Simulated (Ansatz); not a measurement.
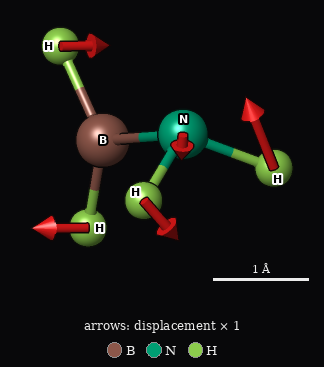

This is a relaxation of BNH$_{4}$ (coarse preliminary run). The starting structure is drawn; red arrows show the displacements, at their true length. The two geometries are superimposed by the best rigid fit.

The picture is a ball-and-stick view, seen from a free direction.

The start comes from a force field.

These are results of RKS PBE-D4/def2-SVP in Ansatz 0.2.0, not measurements. Settings: force threshold 0.03 eV/Å; at most 200 steps.

Q: Which element moves most?

A: Hydrogen: up to 0.92 Å, against 0.34 Å for nitrogen.

Q: What did the optimiser do to the structure, and how much energy did it gain?

A: The largest move after the best rigid fit is that of an H atom, 0.92 Å. By element the largest moves are H 0.92 Å, N 0.34 Å, B 0.05 Å. Some distances before and after: B–N 1.561 → 1.395 Å, B–H 1.086 → 1.218 Å, B–H 1.141 → 1.218 Å, H–N 1.057 → 1.021 Å. Among the angles between lasting bonds that change: B–N–H 105.1° → 123.4°, B–N–H 107.2° → 123.4°, H–N–H 107.3° → 113.2°. The energy falls by 44.7 kcal/mol in 10 geometry steps. Largest force component: 5.1 eV/Å at the start, 0.0063 eV/Å at the end. The run took about 8 core-seconds on a shared host.
